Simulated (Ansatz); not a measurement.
# Geometry relaxation of C2H6ClFSi

C2H6ClFSi, computed with RKS r2SCAN/cc-pVDZ (Ansatz 0.2.0).

The run did not end well. The geometry comes from this level: PBE0-D4/def2-TZVP.

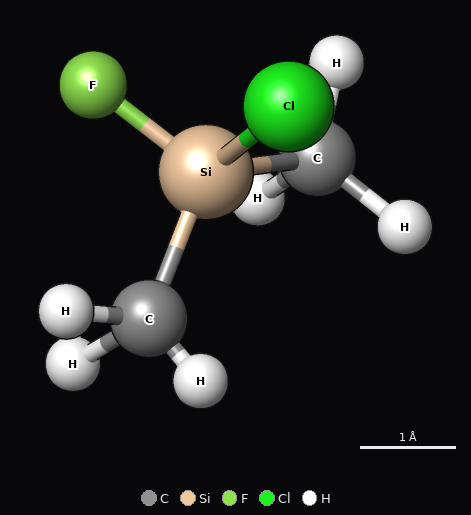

Fig. 1: The starting structure (ball-and-stick view, seen at a tilt). Bond lengths as drawn: Cl–Si 2.12 Å, C–H 0.86 to 1.35 Å, C–Si 1.72 to 1.78 Å and F–Si 1.50 Å.

Outcome

```json
{"quantity": "outcome", "value": "not converged"}
{"quantity": "hardware", "value": "4 threads of Arm Neoverse V2, 23 GiB of memory available, shared host"}
{"quantity": "wall time", "value": "7 s (CPU time 25 s)"}
{"quantity": "peak memory", "value": "0.51 GiB"}
```

Diagnosis

The input was spoiled on purpose: the optimiser is allowed too few steps. The run did not converge: “geometry relaxation did not converge after 3 steps: max|allowed force component| = 9.30e-1 eV/Å (threshold 1.0e-3). Raise `relax.max_steps` over both its present limit and 3, loosen `relax.f_tol`, or start from a geometry closer to equilibrium …” Its last values are not results.

The input
```yaml
crystal:
  periodic: [false, false, false]
  atoms:
    - {symbol: C, position_ang: [-1.407962, 0.365290, 0.352910]}
    - {symbol: Si, position_ang: [0.145938, 0.271180, -0.372482]}
    - {symbol: C, position_ang: [1.435076, -0.703027, 0.383603]}
    - {symbol: F, position_ang: [-0.100253, 0.099373, -1.839994]}
    - {symbol: Cl, position_ang: [0.730539, 2.306559, -0.440901]}
    - {symbol: H, position_ang: [-1.475408, 0.507688, 1.198075]}
    - {symbol: H, position_ang: [-2.146792, 0.777815, -0.325308]}
    - {symbol: H, position_ang: [-2.055210, -0.712092, 0.240375]}
    - {symbol: H, position_ang: [1.541937, -0.313722, 1.516835]}
    - {symbol: H, position_ang: [2.278662, -0.699299, -0.217777]}
    - {symbol: H, position_ang: [1.009718, -1.985835, 0.365158]}
basis:
  gaussian: {orbitals: cc-pVDZ}
hamiltonian: {xc: {name: r2SCAN}}
relax: {f_tol: 0.001, max_steps: 3}
```

Command:
```bash
ansatz run in.yaml --threads 4 --pin off --events-out ev --progress --plain --max-ram 10444MiB
```

Output
```
Functional definition: r2SCAN
  name "r2SCAN"
  cite "Furness, Kaplan, Ning, Perdew & Sun, J. Phys. Chem. Lett. 11, 8208 (2020) doi:10.1021/acs.jpclett.0c02405"
  cite "Furness, Kaplan, Ning, Perdew & Sun, J. Phys. Chem. Lett. 11, 9248 (2020) doi:10.1021/acs.jpclett.0c03077"
  parent r2scan
  parameter k0 = 0.174
  parameter k1 = 0.065
  parameter a1 = 4.9479
  exchange = r2scan_x(k0 = k0, k1 = k1, a1 = a1)
  correlation = r2scan_c
1346 factors; their error is unknown
mean field evaluation 1: about -25273.4922 eV, gradient 7.1e1 eV
mean field evaluation 2: about -25266.0946 eV, gradient 8.4e1 eV
mean field evaluation 4: about -25285.1060 eV, gradient 3.7e0 eV
mean field evaluation 8: about -25285.1440 eV, gradient 1.0e-1 eV
mean field evaluation 16: about -25285.0921 eV, gradient 1.6e-4 eV
mean field -25285.09211312 eV, -929.2099963063 hartree, gradient 1.6e-5 eV, S^2 0.000000; 0 other end points of the search recorded, 0 dependent functions left out
the calculation of the forces begins
reference -25285.09212255 eV, -929.2099966527 hartree; 29, 29 occupied and 79, 79 virtual orbitals, 1346 factors
relax step   1: F+E_penalty+E_count = -25285.09211312 eV  Δ(F+E_penalty+E_count) = +0.000e0 eV  max|allowed force component| = 1.641e1 eV/Å  Δτ_max = 0.0000 Å  (30 SCF iters, accepted)
these checks for a lower state are left out or cut short: starts, cluster_reference, orbital_swaps, neighbouring_geometries, increment
1346 factors; their error is unknown
mean field -25288.69556352 eV, -929.3424206659 hartree, gradient 1.3e-5 eV, S^2 0.000000; 0 other end points of the search recorded, 0 dependent functions left out
the calculation of the forces begins
reference -25288.69557295 eV, -929.3424210123 hartree; 29, 29 occupied and 79, 79 virtual orbitals, 1346 factors
relax step   2: F+E_penalty+E_count = -25288.69556352 eV  Δ(F+E_penalty+E_count) = -3.603e0 eV  max|allowed force component| = 3.191e0 eV/Å  Δτ_max = 0.1952 Å  (36 SCF iters, accepted)
these checks for a lower state are left out or cut short: starts, cluster_reference, orbital_swaps, neighbouring_geometries, increment
1346 factors; their error is unknown
mean field evaluation 32: about -25289.1260 eV, gradient 6.0e-4 eV
mean field -25289.12599270 eV, -929.3582386466 hartree, gradient 2.2e-5 eV, S^2 0.000000; 0 other end points of the search recorded, 0 dependent functions left out
the calculation of the forces begins
reference -25289.12600210 eV, -929.3582389918 hartree; 29, 29 occupied and 79, 79 virtual orbitals, 1346 factors
relax step   3: F+E_penalty+E_count = -25289.12599270 eV  Δ(F+E_penalty+E_count) = -4.304e-1 eV  max|allowed force component| = 9.305e-1 eV/Å  Δτ_max = 0.0865 Å  (30 SCF iters, accepted)
```

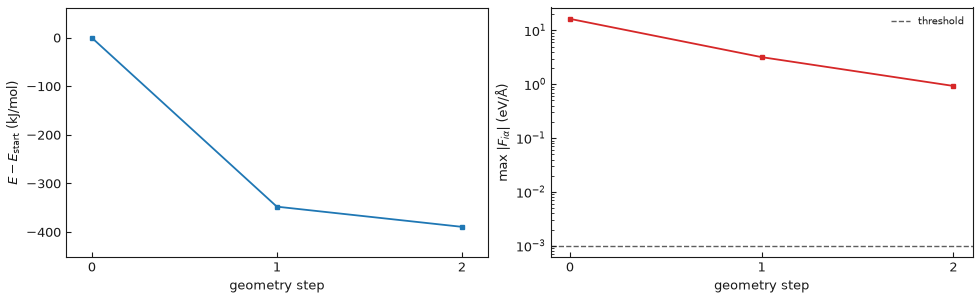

Fig. 2: Progress of the relaxation, step by step (the first geometry is step 0 here and step 1 in the log).

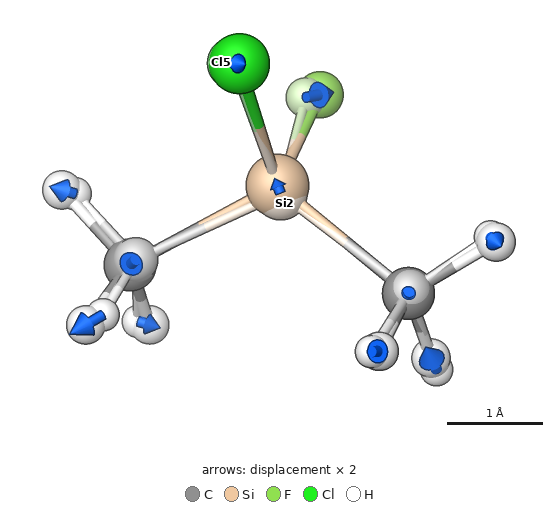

Fig. 3: Start (faint) and end (solid) with the displacements as blue arrows, magnified 2 times (ball-and-stick view, seen at a tilt). The two geometries are laid on each other by the best rigid fit. The relaxation stopped without meeting its thresholds, so the last structure isn't shown to be converged. The largest moves after the best rigid fit, 0.22 Å, are those of F4 and H6. Largest moves by element: H 0.22 Å, F 0.22 Å, C 0.18 Å, Cl 0.11 Å, Si 0.09 Å. Distances before and after: C3–H11 1.352 → 1.082 Å, C1–H6 0.860 → 1.093 Å, C1–H8 1.262 → 1.106 Å, C1–Si2 1.717 → 1.839 Å. Among the angles that change: H7–C1–H8 85.4° → 107.7°, H6–C1–H7 119.9° → 109.1°, H9–C3–H10 118.3° → 108.3°. After 2 geometry steps the energy has fallen by 389.2 kJ/mol. The largest force component goes from 16 to 0.93 eV/Å. (Atoms are counted from 1 in the order of the input.)

```
Error: geometry relaxation did not converge after 3 steps: max|allowed force component| = 9.30e-1 eV/Å (threshold 1.0e-3). Raise `relax.max_steps` over both its present limit and 3, loosen `relax.f_tol`, or start from a geometry closer to equilibrium. Where this run's directory can be resumed (`checkpoint.write`), a resume goes on for up to `relax.max_steps` more
```

Trajectory as extended XYZ (Å, eV, eV/Å), 3 frames, from step=1 to step=3
```
11
Properties=species:S:1:pos:R:3:forces:R:3 step=1 energy=-25285.09211
C    -1.4080    0.3653    0.3529   -3.8368  -6.9819 -14.8683
Si    0.1459    0.2712   -0.3725    2.2128   2.6361   4.1255
C     1.4351   -0.7030    0.3836   -2.6314  -3.7581   3.5916
F    -0.1003    0.0994   -1.8400   -0.7834  -1.7546  -7.0525
Cl    0.7305    2.3066   -0.4409    0.4633   0.1732   0.3853
H    -1.4754    0.5077    1.1981   -1.6255   3.5845  16.4074
H    -2.1468    0.7778   -0.3253    0.0291   1.5047   0.0371
H    -2.0552   -0.7121    0.2404    2.2219   1.7714   0.4633
H     1.5419   -0.3137    1.5168    0.1803  -1.1365  -2.4847
H     2.2787   -0.6993   -0.2178    2.4962   0.0873  -0.9268
H     1.0097   -1.9858    0.3652    1.2736   3.8740   0.3222
11
Properties=species:S:1:pos:R:3:forces:R:3 step=2 energy=-25288.69556
C    -1.5019    0.2987    0.3224   -2.4861  -2.4226  -1.5524
Si    0.1110    0.2942   -0.4304    1.5310   2.0367   2.4052
C     1.4018   -0.7093    0.3692   -0.4761  -1.9135   1.0550
F    -0.1118   -0.0062   -1.9473   -0.2336  -0.9184  -3.1909
Cl    0.8248    2.3043   -0.3992   -0.1083  -0.3654  -0.0076
H    -1.5706    0.5235    1.3462   -0.0898   0.8515   1.7040
H    -2.1651    0.9125   -0.3315    0.1520  -0.0414   0.6028
H    -1.9513   -0.7823    0.2536    0.7387   1.5256  -0.0502
H     1.5301   -0.4133    1.4467    0.1117   0.0008  -0.8265
H     2.3392   -0.7077   -0.1801    0.5012   0.1514  -0.0281
H     1.0500   -1.8005    0.4111    0.3591   1.0953  -0.1114
11
Properties=species:S:1:pos:R:3:forces:R:3 step=3 energy=-25289.12599
C    -1.5512    0.2648    0.3227   -0.5995  -0.0153  -0.3271
Si    0.1244    0.3353   -0.4320    0.4417   0.6009   0.8582
C     1.3928   -0.7479    0.3686    0.4302   0.3973  -0.2093
F    -0.0583   -0.0569   -1.9926   -0.0091  -0.2544  -0.9305
Cl    0.8374    2.3222   -0.4045   -0.1358  -0.3174  -0.0133
H    -1.5998    0.5769    1.3696    0.0820   0.1410   0.1800
H    -2.2199    0.9146   -0.2809    0.0788  -0.1643   0.2499
H    -1.9390   -0.7696    0.2592    0.0330   0.1025  -0.0261
H     1.5305   -0.4421    1.4103    0.0707   0.1317   0.2326
H     2.3732   -0.7038   -0.1383   -0.1367   0.0663   0.0411
H     1.0661   -1.7795    0.3784   -0.2555  -0.6883  -0.0555
```
